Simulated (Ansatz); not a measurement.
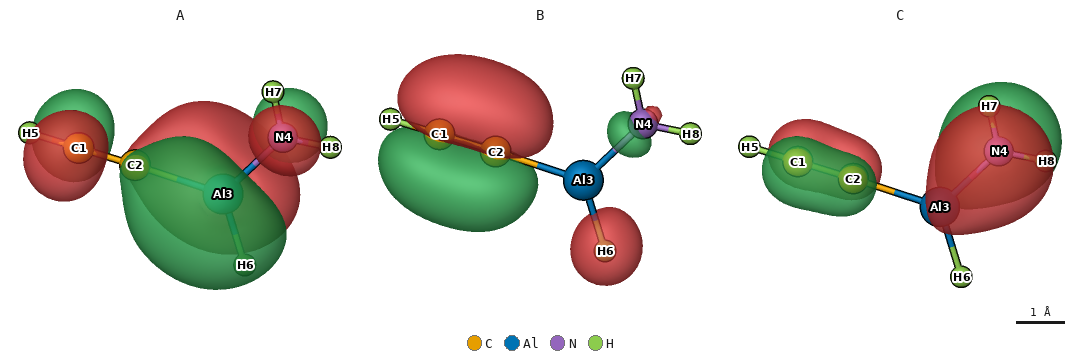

The picture shows: C₂H₄AlN (SMILES C#[C][AlH][NH2]). Three frontier orbitals at ±0.08 Å⁻³ᐟ² (green and red are the two phases), in no order.

Method: RKS PBE0-D4/6-31G in Ansatz.

The calculation's input:

```
crystal:
  periodic: [false, false, false]
  atoms:
    - { symbol: C, position_ang: [0.9465, 1.8834, -1.1542] }
    - { symbol: C, position_ang: [0.4722, 1.1384, -0.3576] }
    - { symbol: Al, position_ang: [-0.2366, -0.1251, 0.9312] }
    - { symbol: "N", position_ang: [-0.687, -1.8543, 0.3779] }
    - { symbol: H, position_ang: [1.2708, 2.6122, -1.8943] }
    - { symbol: H, position_ang: [-0.2976, 0.298, 2.4845] }
    - { symbol: H, position_ang: [0.0841, -2.302, -0.0922] }
    - { symbol: H, position_ang: [-1.4603, -1.7077, -0.3511] }
basis:
  gaussian: { orbitals: "6-31G" }
hamiltonian:
  xc: pbe0
  dispersion: d4
relax:
  f_tol: 0.015
  max_steps: 40
output:
  orbitals: {}
```

Launched as:

```sh
ansatz run input.yaml --threads 1 --pin off --max-ram 2048MiB --backend cpu --events-out ev --progress --plain --runs-dir out
```

The fields are those of the relaxed geometry.

Order the three orbitals by energy and name them.

B is the HOMO−1 (−7.81 eV). It lies mainly on C1 (about 45 %) and C2 (about 40 %); it is symmetric in the molecular plane (an in-plane orbital: σ, lone-pair or in-plane π type). C is the HOMO (−7.22 eV). Its weight (Hirshfeld) is mainly on N4 (about 65 %), Al3 (about 10 %) and C1 (about 5 %); it changes sign across the molecular plane (π type). A is the LUMO (−0.81 eV). By Hirshfeld shares it lies mainly on Al3 (about 55 %), C1 (about 15 %), C2 (about 10 %) and N4 (about 10 %); it changes sign across the molecular plane (π type); π-antibonding (a node) across C1–C2.

What is the HOMO–LUMO gap?

6.41 eV between the orbital energies.
